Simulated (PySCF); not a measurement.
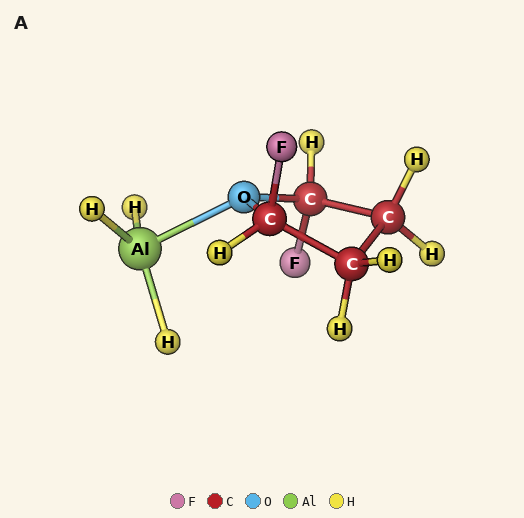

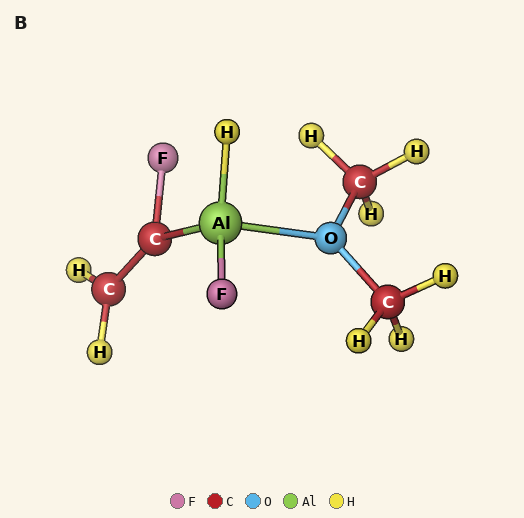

2 stationary structures of one formula. Geometries: GFN2-xTB. Electronic energies: PBE0/pcSseg-1 (PySCF 2.14.0), without zero-point energy. No frequency run is at hand to confirm each as a minimum. Each is one conformer, not always the lowest.

> Are they conformers, stereoisomers or constitutional isomers?

They are constitutional isomers of C4H9AlF2O: A `F[C@@H]1CC[C@@H](F)[O+]1[AlH3-]`, B `C=[C](F)[Al@@H-]([F])[O+](C)C`.

> Which is lowest in energy, and by how much?

B is lowest; A lies 1.538 eV above it.

The geometry is semi-empirical. Around Al such bond lengths and angles can be off by a tenth of an ångström or more and by several degrees, and values that hang on the shape move with them.
